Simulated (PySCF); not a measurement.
**C5H5NO2Si (SMILES N#C/C=C\C(=O)[SiH2]C=O): density, localisation and related maps**

| atom | x (Å) | y (Å) | z (Å) |
| --- | --- | --- | --- |
| N | 3.9078 | 0.7636 | 0.2913 |
| C | 3.0562 | -0.0028 | 0.2490 |
| C | 2.0589 | -0.9952 | 0.1686 |
| C | 0.7468 | -0.7309 | 0.2103 |
| C | 0.2132 | 0.6374 | 0.2979 |
| O | 0.7142 | 1.5229 | 0.9531 |
| Si | -1.4052 | 0.9478 | -0.7175 |
| C | -2.6596 | -0.2125 | 0.1742 |
| O | -2.4891 | -1.4038 | 0.2412 |
| H | 2.4313 | -2.0041 | 0.0385 |
| H | 0.0165 | -1.5218 | 0.1045 |
| H | -1.2159 | 0.4248 | -2.0683 |
| H | -1.8237 | 2.3380 | -0.6209 |
| H | -3.5522 | 0.2361 | 0.6560 |

Geometry: GFN2-xTB.

These are results of CAM-B3LYP/def2-SVPD, SCF density, gas phase in PySCF, not measurements.

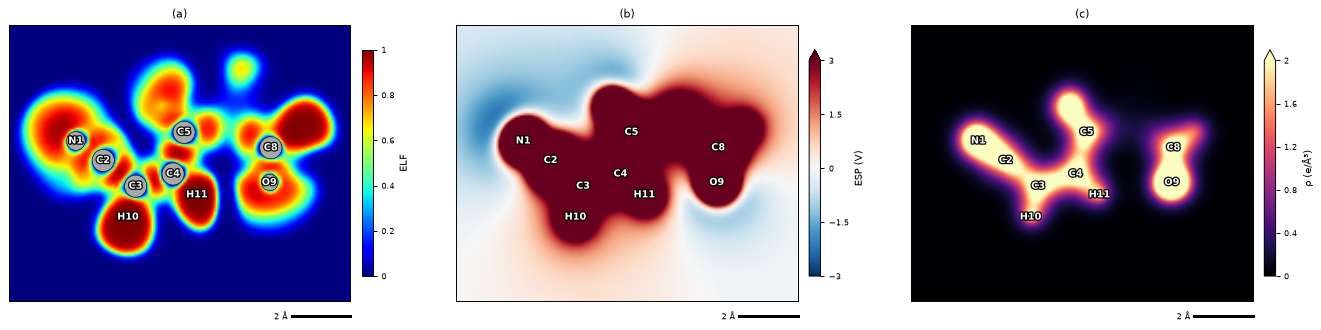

Figure 1. (a) electron localisation function; (b) electrostatic potential; (c) total electron density on the plane of atoms C3, C4 and H11. Grey discs cover the atomic cores in the ELF map.

Q: What does the map show?

A:
- The section cuts through N, C, O and H sites.
- C–N (1.15 Å): the density is about 3.6 e/Å³ at the midpoint; the ELF peaks at about 0.85 between the atoms: a multiple bond.
- C–O (1.21 Å): the density is about 3.4 e/Å³ at the midpoint; the ELF peaks at about 0.90 between the atoms; a short, multiple covalent bond.
- C–C (1.34 Å): ρ is about 2.3 e/Å³ halfway; the ELF peaks at about 0.95 between the atoms; a short, multiple covalent bond.
- C–H (1.08 Å): ρ at the midpoint is about 2 e/Å³; the ELF climbs to about 1 towards the hydrogen, as it does in any bond to H: an ordinary covalent bond to hydrogen.
- C–C (1.41 Å): ρ is about 2 e/Å³ halfway; the ELF peaks at about 0.95 between the atoms, as expected for a covalent bond.
- The ELF also peaks beside N1 and O6, away from the bonds: lone-pair regions.
- Outside the dense part of the molecule the potential is most negative (−2.1 V) near N1.

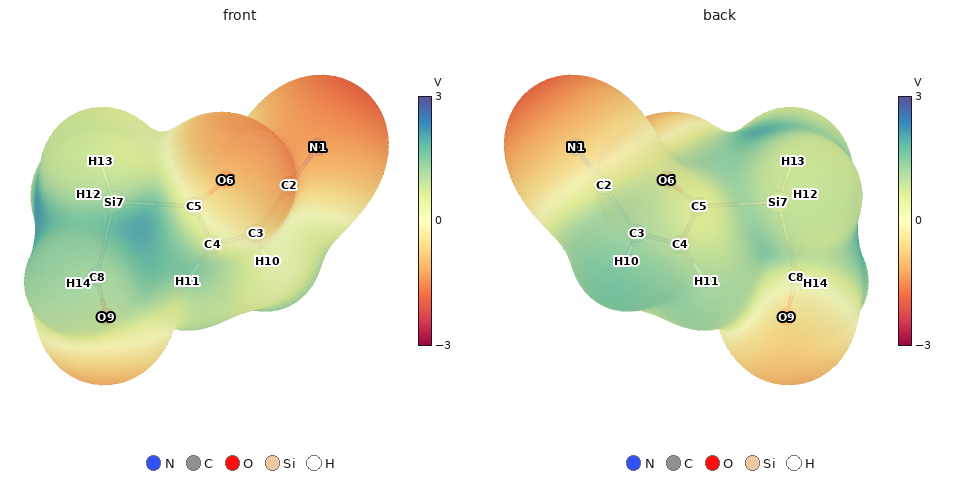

Figure 2. The electrostatic potential painted on the density surface at 0.002 e/bohr³, seen from the front and from behind; red is negative and blue positive.

Q: Which sites attract a positive test charge, and which a negative one?

A: A positive charge is drawn to the negative regions and a negative charge to the positive ones. The most negative region (about −1.8 V, or −42 kcal/mol for a unit charge) lies over N1, the most positive (about +2.1 V, or +48 kcal/mol for a unit charge) over Si7. N1 is the likeliest acceptor of a hydrogen bond.

Q: What dipole moment does the calculation give?

A: Its dipole moment is 4.65 D.
